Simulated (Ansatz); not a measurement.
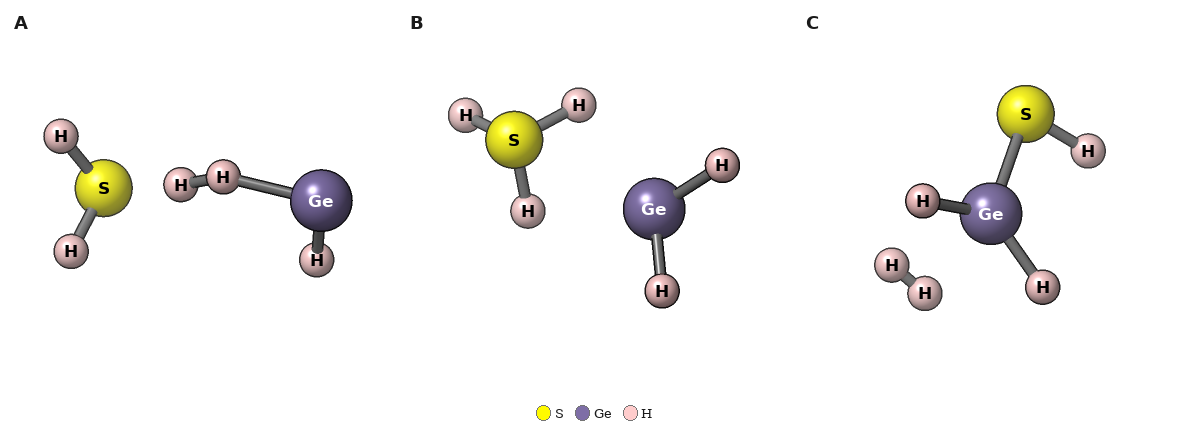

3 stationary structures of one formula. The species has charge +1 and is a spin singlet. Geometries: PBE0-D4/def2-TZVP. Electronic energies: ωB97M-V/def2-TZVPP (Ansatz 0.2.0), without zero-point energy. No frequency run is at hand to confirm each as a minimum. Each is one conformer, not always the lowest.

> Which structure is the most stable?

C is lowest; A lies 1.365 eV above it, B lies 1.556 eV above it.
